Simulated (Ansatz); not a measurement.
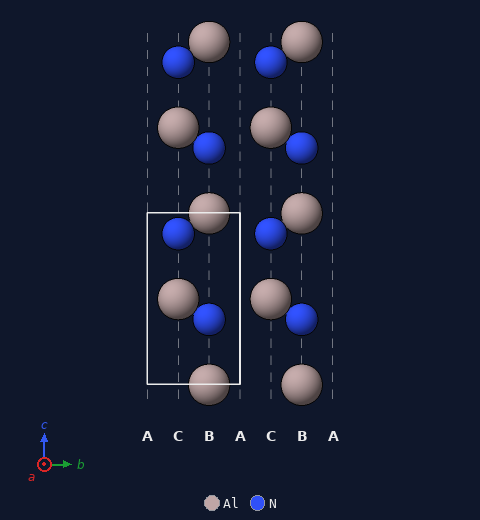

Projection along an edge of the hexagonal mesh, stacking direction c upwards. The dashed lines mark the three columns A (0, 0), B (1/3, 2/3) and C (2/3, 1/3). The sequence starts with the first layer at or above the cell's origin.

System AlN (space group P6_3mc, No. 186); source of the atomic positions: coordinates from a relaxation with Ansatz, DFT, PBE, plane waves, PAW; the starting structure was generated, so it need not be a known form of this composition.

Question: Give the sequence of layers in one repeat, with element and column.

Answer: Al(B) – N(B) – Al(C) – N(C) (four layers in 5.02 Å).

Question: How are the N layers alone stacked?

Answer: N layers alone: BC, the hexagonal close-packed type.

Question: Which positions between or in the N layers do the other atoms fill?

Answer: Al: two tetrahedral sites in each hexagonal cell.

Question: What short polytype symbol fits?

Answer: Polytype symbol 2H, the symbol of a tetrahedral polytype (number of double layers in the repeat and lattice).

Heights of the layers:

| layer | atoms (column) | height (Å) | to next (Å) |
| --- | --- | --- | --- |
| 1 | Al(B) | 0.00 | 1.90 |
| 2 | N(B) | 1.90 | 0.59 |
| 3 | Al(C) | 2.49 | 1.91 |
| 4 | N(C) | 4.41 | 0.61 |
